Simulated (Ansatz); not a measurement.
Breaking the Se1–H2 bond in FHSe (SMILES F[SeH]) (multiplicity 1 held, fragments rigid). Energies count from the point at 1.478 Å.
Geometry at that point (charge 0, multiplicity 1):
```json
[
 {"atom": "Se", "x (Å)": "-0.1156", "y (Å)": "-0.2234", "z (Å)": "0.2595"},
 {"atom": "H", "x (Å)": "-0.8996", "y (Å)": "-0.9550", "z (Å)": "-0.7575"},
 {"atom": "F", "x (Å)": "0.5367", "y (Å)": "0.9499", "z (Å)": "-0.8963"}
]
```

Restricted levels (R-, RO-) in cc, def2 and unpolarised 6-31G sets keep to the state of the molecule at rest. U- levels take the lowest unrestricted solution at each point, which mixes spins at long bonds. Active spaces are followed from a long bond inwards. Levels need not reach the same state.

Frozen-core correlation. Filled d and f shells under p-block atoms count as core.

Programs: Ansatz (a first-principles code) with Gaussian orbitals. 

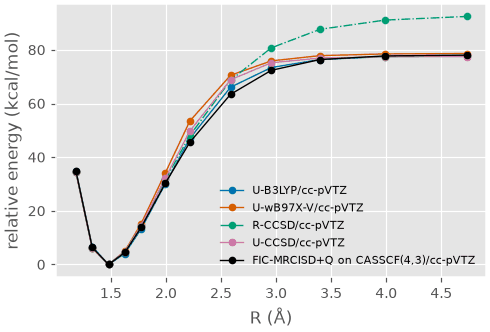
Figure. Relative energy along the coordinate

Doubts at one or more of the structures used: a spin-contaminated determinant (U-B3LYP/cc-pVTZ, U-wB97X-V/cc-pVTZ, U-CCSD/cc-pVTZ); a restricted determinant that unrestricted orbitals would lower (R-CCSD/cc-pVTZ); other coupled-cluster roots lie near (R-CCSD/cc-pVTZ); T1 above 0.05 (U-CCSD/cc-pVTZ); active orbitals that take no part (FIC-MRCISD+Q on CASSCF(4,3)/cc-pVTZ).
